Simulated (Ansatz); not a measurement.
# Pressure series in SnO2

Base system: SnO2 in the rutile structure (space group P4_2/mnm, No. 136).

```
CELL_PARAMETERS angstrom
      4.76918     0.00000     0.00000
      0.00000     4.76918     0.00000
      0.00000     0.00000     3.21200
ATOMIC_POSITIONS crystal
  Sn 0.00000 0.00000 0.00000
  Sn 0.50000 0.50000 0.50000
  O  0.30627 0.30627 0.00000
  O  0.80627 0.19373 0.50000
  O  0.19373 0.80627 0.50000
  O  0.69373 0.69373 0.00000
```

Cell and atoms are relaxed at each pressure.

All numbers come from PBEsol (Ansatz, a program for electronic structure), scalar-relativistic without spin-orbit coupling.

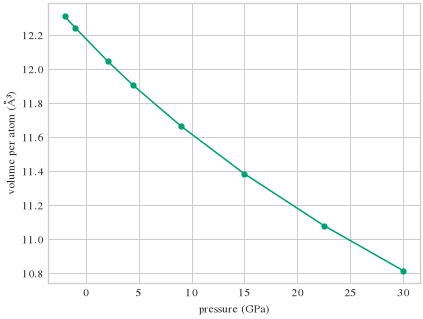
*Volume against pressure*

Estimate the zero-pressure bulk modulus from the plot.

About 190 GPa; a third-order Birch–Murnaghan fit to the points gives V₀ = 12.18 Å³/atom, B₀ = 188 GPa and B₀′ = 5.0.

Measured bulk modulus of SnO2: 212 GPa (temperature not stated; as listed in Cormac Toher et al., Physical Review Materials (2017)); the computed value is for a static lattice, so the two differ by thermal effects too.

Between the base and pressure 22.5 GPa the gap moves from 0.92 eV to 1.97 eV, a mean slope of 47 meV/GPa.

Load acts through the strain it causes; cell and atoms are relaxed under it. Whether these cells are dynamically stable was not tested. No other phases were tried under pressure.
